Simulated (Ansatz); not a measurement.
The relaxed structure here is a generated cell of Cu2O: the first start was made by placing the elements on the sites of a structure type, and the end was not matched to a known phase here, so it may be hypothetical. Known forms of Cu2O include space group No. 224.

A relaxed structure of Cu₂O. Level of theory: PBE (plane waves to 420 eV, PAW, scalar-relativistic; Ansatz, a first-principles code).

Space group P-1 (No. 2); a = 4.1331 Å, b = 5.3341 Å, c = 7.4486 Å, α = 94.19°, β = 103.39°, γ = 112.77°

| atom | site | symmetry | x | y | z |
|---|---|---|---|---|---|
| Cu | 1d | -1 | 0.5000 | 0.0000 | 0.0000 |
| Cu | 2i | 1 | 0.4266 | 0.1735 | 0.6446 |
| Cu | 2i | 1 | 0.1480 | 0.4270 | 0.8918 |
| Cu | 2i | 1 | 0.2282 | 0.3150 | 0.2267 |
| Cu | 1g | -1 | 0.0000 | 0.5000 | 0.5000 |
| O | 2i | 1 | 0.1709 | 0.0772 | 0.8253 |
| O | 2i | 1 | 0.5497 | 0.2161 | 0.4175 |

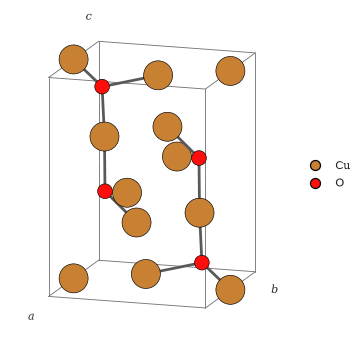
Figure. The conventional cell of the relaxed structure

```yaml
volume_per_atom: 12.07 Å³
band_gap: zero (metallic)
shortest_distances: Cu–O 1.81 Å; Cu–Cu 2.48 Å; O–O 2.63 Å
k-mesh: 12×9×6
```

Band energies at high-symmetry points (eV from the Fermi level; labels of this space group; no spin-orbit coupling), from −5 eV up to 5.0 eV:

| point | energies |
|---|---|
| Γ | -4.55 -4.38 -3.96 -3.46 -3.45 -3.29 -3.14 -2.99 -2.93 -2.85 -2.77 -2.69 -2.65 -2.64 -2.56 -2.55 -2.36 -2.35 -2.31 -2.26 -2.20 -2.15 -2.06 -1.98 -1.98 -1.90 -1.82 -1.78 -1.68 -1.63 -1.63 -1.55 -1.44 -1.41 -1.39 -1.26 -1.19 -1.11 -1.05 -0.82 -0.74 -0.28 -0.01 0.66 2.57 3.46 4.37 4.52 4.78 |
| X | -4.89 -4.64 -4.16 -4.05 -4.03 -3.34 -3.16 -3.10 -3.00 -2.93 -2.87 -2.77 -2.71 -2.63 -2.58 -2.56 -2.46 -2.39 -2.31 -2.26 -2.24 -2.15 -2.09 -2.04 -2.04 -2.03 -1.93 -1.93 -1.82 -1.76 -1.72 -1.54 -1.47 -1.44 -1.39 -1.34 -1.27 -1.22 -1.13 -1.12 -0.72 -0.66 -0.22 -0.04 0.60 3.05 3.20 3.83 4.40 4.73 |
| Y | -4.87 -4.70 -4.57 -4.54 -3.93 -3.57 -3.37 -3.26 -3.20 -3.06 -3.01 -2.80 -2.77 -2.64 -2.54 -2.50 -2.48 -2.47 -2.32 -2.28 -2.22 -2.16 -2.11 -2.10 -2.01 -2.01 -1.94 -1.93 -1.86 -1.74 -1.73 -1.71 -1.68 -1.62 -1.58 -1.47 -1.36 -1.28 -1.19 -1.11 -0.71 -0.40 -0.35 -0.11 0.48 0.94 1.61 2.45 3.39 3.49 4.88 |
| Z | -4.51 -4.37 -4.03 -3.57 -3.30 -3.20 -3.11 -2.99 -2.87 -2.83 -2.70 -2.66 -2.65 -2.55 -2.53 -2.38 -2.34 -2.32 -2.31 -2.28 -2.22 -2.20 -2.07 -2.02 -1.97 -1.87 -1.86 -1.81 -1.77 -1.72 -1.63 -1.58 -1.52 -1.50 -1.35 -1.31 -1.17 -1.09 -0.79 -0.54 -0.49 -0.30 0.39 0.67 1.68 2.75 3.10 4.19 4.21 4.94 |
| R | -4.83 -4.57 -4.22 -3.76 -3.65 -3.48 -3.21 -3.18 -3.12 -2.88 -2.70 -2.69 -2.60 -2.58 -2.55 -2.51 -2.43 -2.40 -2.37 -2.28 -2.20 -2.17 -2.16 -2.13 -2.11 -2.02 -1.97 -1.89 -1.84 -1.70 -1.66 -1.62 -1.60 -1.56 -1.51 -1.47 -1.34 -1.30 -1.20 -1.02 -0.74 -0.61 -0.28 0.45 1.49 1.81 2.10 3.23 4.39 4.73 4.98 |
| T | -4.93 -4.82 -4.68 -4.46 -3.90 -3.50 -3.44 -3.27 -3.15 -3.05 -2.81 -2.81 -2.72 -2.65 -2.61 -2.54 -2.49 -2.41 -2.40 -2.32 -2.31 -2.28 -2.18 -2.17 -2.12 -2.01 -1.99 -1.94 -1.90 -1.86 -1.75 -1.71 -1.65 -1.62 -1.51 -1.46 -1.30 -1.22 -1.17 -0.97 -0.94 -0.81 -0.61 -0.45 0.02 0.84 1.41 2.76 3.66 4.04 4.68 4.97 |
| U | -4.81 -4.68 -4.36 -3.92 -3.70 -3.35 -3.29 -3.14 -3.01 -2.90 -2.83 -2.74 -2.68 -2.63 -2.52 -2.43 -2.39 -2.37 -2.32 -2.29 -2.28 -2.19 -2.16 -2.07 -2.05 -2.03 -1.89 -1.89 -1.79 -1.71 -1.68 -1.61 -1.61 -1.59 -1.55 -1.36 -1.29 -1.28 -1.04 -0.82 -0.79 -0.11 -0.01 0.16 0.95 1.67 2.71 3.46 3.64 3.69 |
| V | -4.93 -4.68 -4.46 -3.82 -3.80 -3.53 -3.27 -3.24 -2.98 -2.88 -2.83 -2.75 -2.72 -2.67 -2.51 -2.50 -2.40 -2.28 -2.27 -2.21 -2.17 -2.11 -2.07 -2.05 -2.00 -1.97 -1.94 -1.84 -1.72 -1.71 -1.68 -1.64 -1.60 -1.60 -1.50 -1.46 -1.19 -1.13 -0.93 -0.73 -0.47 -0.33 0.23 0.31 1.37 1.82 2.36 2.89 3.54 4.45 |

No spin polarisation in the result. No Hubbard U is applied.

It was reached from a disturbed copy of a Fd-3m (No. 227) cell (cubic Laves (MgCu2 type)), against which it lies -1.08 eV/atom.
